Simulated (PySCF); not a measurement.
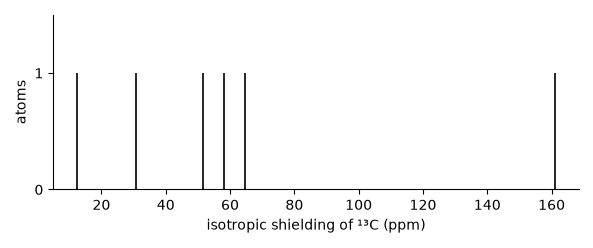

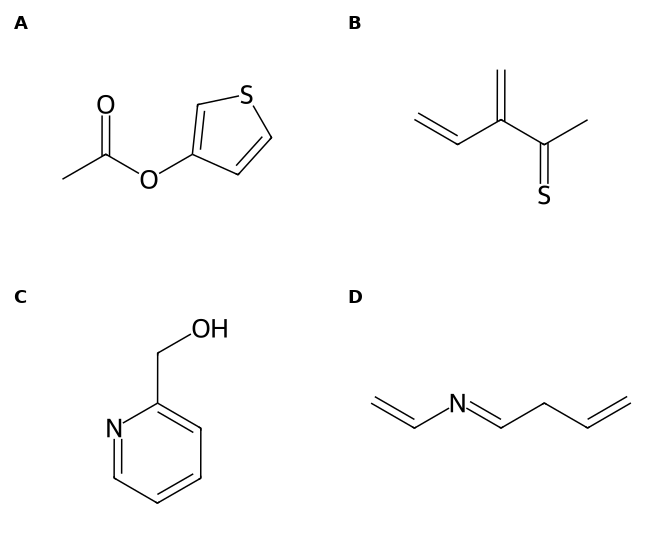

The sticks are computed shieldings of one of the molecules, for one fixed geometry (PBE0-D3(BJ)/def2-SVP) without averaging over rotations. Low shielding means a high chemical shift. Method: GIAO ωB97X-D/pcSseg-1 NMR shielding, non-relativistic, gas phase (PySCF 2.14.0).

Question: Which molecule gives this pattern?

Answer: A, `CC(=O)Oc1ccsc1`. Its 6 C atoms give lines at 12.4, 30.8, 51.5, 58.3, 64.8, 161.0 ppm.
